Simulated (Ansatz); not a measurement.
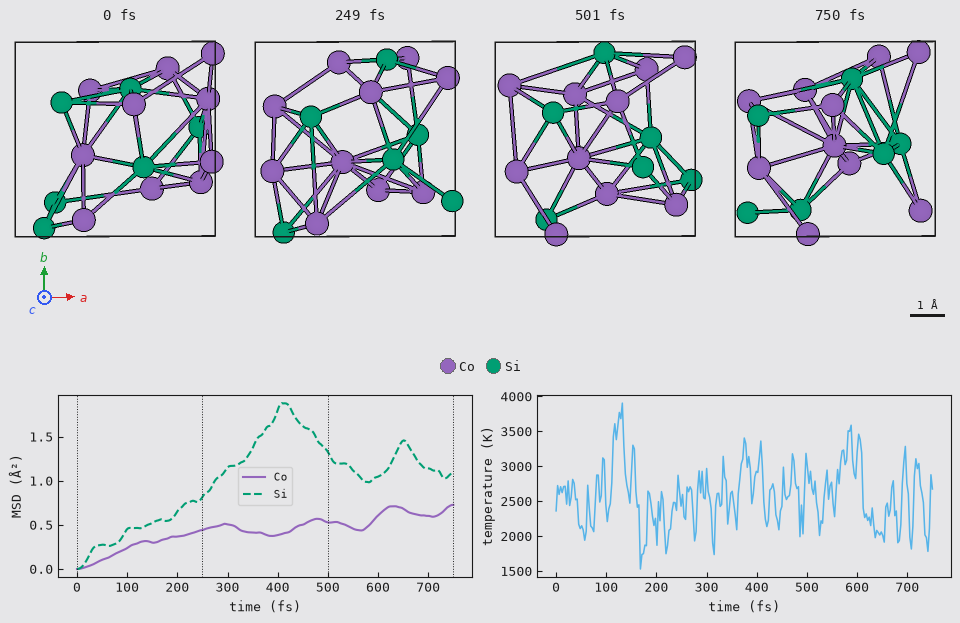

First-principles dynamics of an amorphous cell of composition Co$_{5}$Si$_{3}$ (16 atoms in the cell), 750 fs long. Frames and the history of the run. Style: ball-and-stick. Shown: the simulation cell, along the c axis. Atoms that leave the cell re-enter on the other side. Bonds to atoms that aren't drawn are left out.

All numbers below come from DFT PBE, scalar-relativistic, plane waves, PAW (Ansatz). Run with plane-wave cutoff 420 eV; k-point mesh 1 × 1 × 1; Fermi-Dirac smearing 0.217 eV; volume 1.05 times that of the relaxed crystal; set temperature 2520 K; time step 3 fs.

Question: What do the frames and curves show?

Answer: In the second half of the run the atoms are, in the root-mean-square, this far from where they began (common drift taken out): Si 1.15 Å, Co 0.74 Å. Against the typical shortest distance between atoms in the first frame, about 2.1 Å these are large excursions, but over 750 fs one can't yet tell strong vibration from the start of diffusion. Bond changes: 5 Si–Si contacts open and close in turn; 5 Si–Si bonds break between 87 fs and 747 fs; 7 Si–Si bonds form between 255 fs and 678 fs. Over the second half the temperature averages 2622 K (spread ±428 K). The potential energy is still drifting at the end, so the run hasn't reached equilibrium. The potential energy in the second half lies on average 59.1 meV per atom above the first frame. The mean pressure there is −1.5 GPa.

Limits of the set-up: the periodic images lie only 5.9 Å apart, so the values are limited by the cell's size.

Cost: 3.8 min on 2 threads of AMD EPYC 9R45 96-Core Processor (Zen 5), on a shared host, peak memory 0.54 GiB.
